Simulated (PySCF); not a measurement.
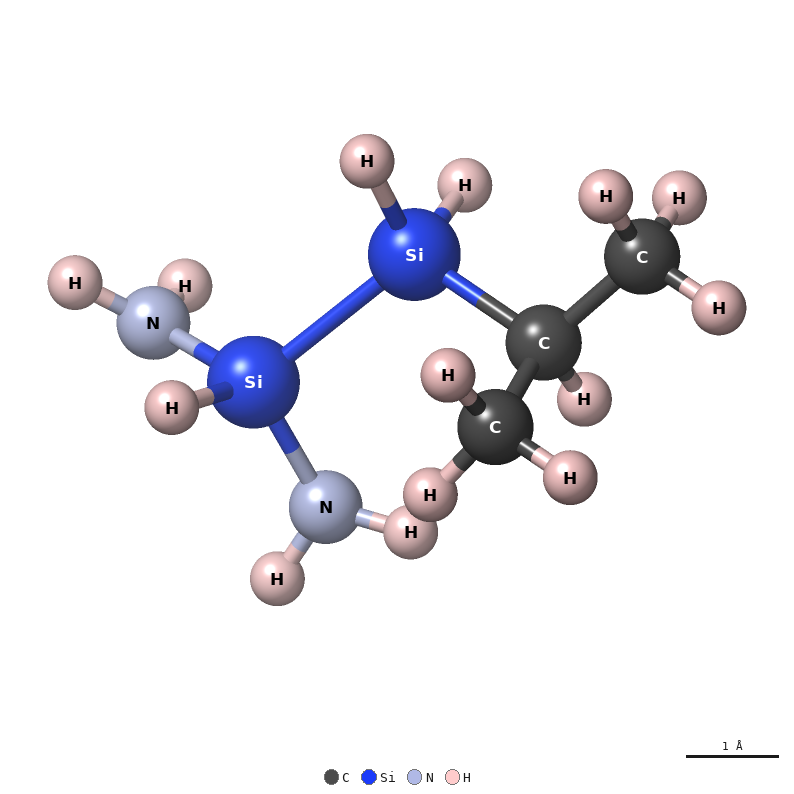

The picture shows a molecular structure as a ball-and-stick model. Every bond is drawn as one stick, whatever its order.

Give the formula.

C₃H₁₄N₂Si₂, 21 atoms: 3 carbon, 14 hydrogen, 2 nitrogen and 2 silicon.

Give a SMILES string for it.

CC(C)[SiH2][SiH](N)N

What is the point group of this geometry?

C1.

Name some functional groups or characteristic bonds that it holds.

Among them: Si–H bond, Si–N bond.

More results for the same structure follow; atom numbers are the same in all pictures, views and colours differ. The geometry was computed by an optimisation with PBE0-D3(BJ)/def2-SVP. No frequency run is at hand to confirm it as a minimum.

## Electronic properties

No frequency run is at hand to confirm it as a minimum. Properties computed with CAM-B3LYP/def2-SVPD in water (IEF-PCM) (PySCF 2.14.0). Excitations: vertical, linear response.

What does the calculation give?

- dipole moment: 1.08 D
- HOMO energy (Kohn–Sham orbital): −7.98 eV
- LUMO energy (Kohn–Sham orbital): 1.18 eV
- HOMO–LUMO gap: 9.16 eV
- mean static polarisability: 154.5 bohr³
- lowest vertical singlet excitation: 5.99 eV
- its oscillator strength: 0.032
- brightest of the 6 lowest singlets: 7.41 eV
- its oscillator strength: 0.10

## NMR shielding

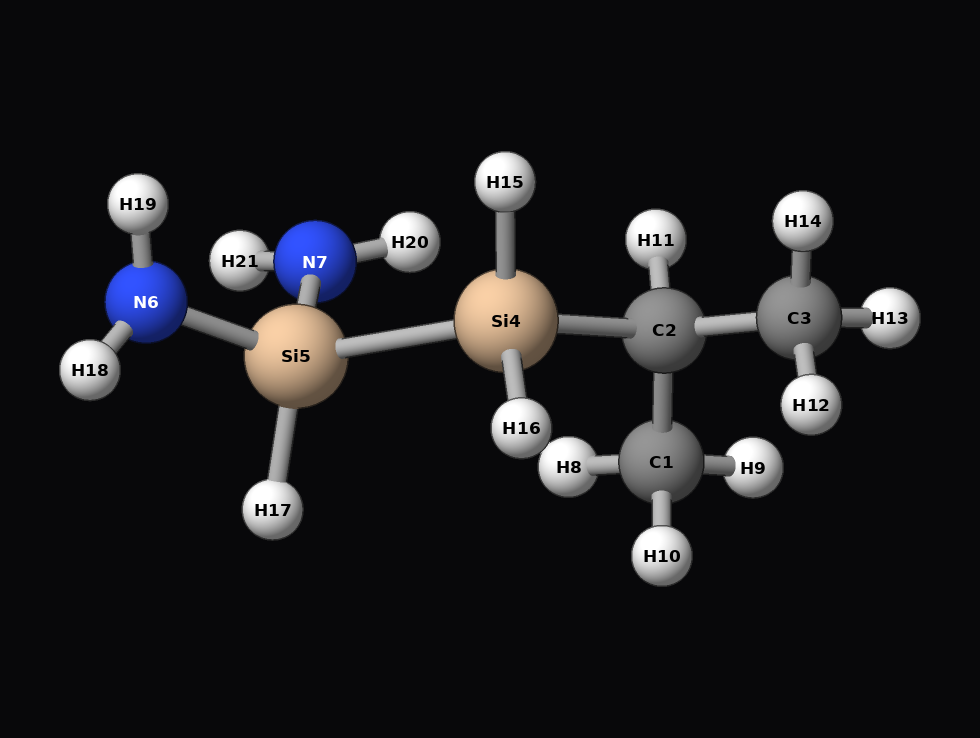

No frequency run is at hand to confirm it as a minimum. Method: GIAO PBE0/pcSseg-1 NMR shielding, non-relativistic, IEF-PCM water (PySCF 2.14.0). Principal shieldings σ11 ≤ σ22 ≤ σ33, span Ω = σ33 − σ11, skew κ = 3(σiso − σ22)/Ω.

Which Si atom has the most anisotropic shielding?

Si4, with a span of 111 ppm.

Give the shielding tensors of the Si atoms.

| atom | σ11 | σ22 | σ33 | σiso | Ω | κ |
| --- | --- | --- | --- | --- | --- | --- |
| Si4 | 364.8 | 380.5 | 475.8 | 407.0 | 111.0 | 0.72 |
| Si5 | 336.5 | 385.4 | 427.6 | 383.1 | 91.1 | −0.07 |

Shieldings and span in ppm.

## Quadrupole coupling

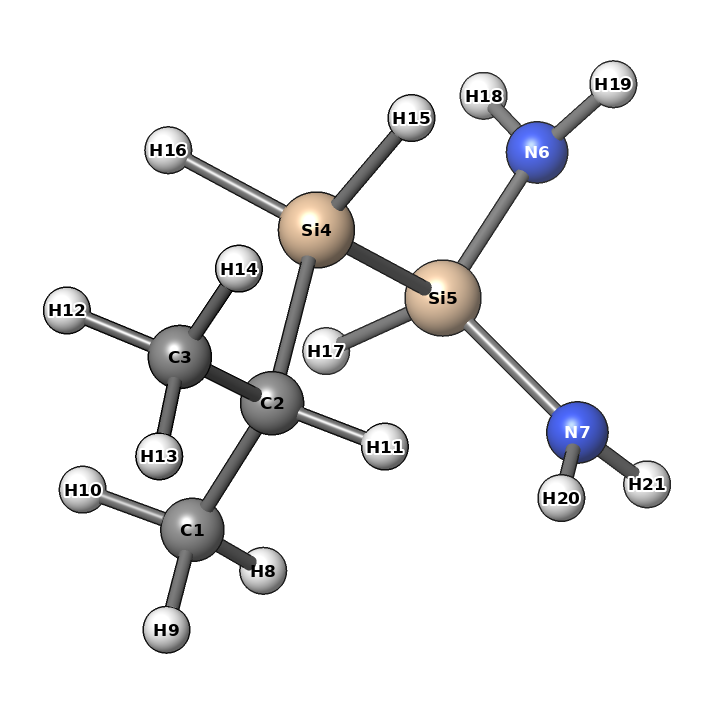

No frequency run is at hand to confirm it as a minimum. Electric field gradients from the ground-state density, PBE0/pcSseg-1 in acetone (IEF-PCM) (PySCF 2.14.0), non-relativistic apart from any core potentials.

Give the largest field-gradient component, the quadrupole coupling constant and the asymmetry for 14N at N6 (Q = 20.44 mb), 14N at N7 (Q = 20.44 mb), 2H at H8 (Q = 2.86 mb), 2H at H9 (Q = 2.86 mb).

| atom | V_zz (a.u.) | e²qQ/h (MHz) | η |
| --- | --- | --- | --- |
| N6 | −0.903 | −4.34 | 0.30 |
| N7 | −0.910 | −4.37 | 0.30 |
| H8 | 0.288 | 0.194 | 0.03 |
| H9 | 0.288 | 0.194 | 0.02 |
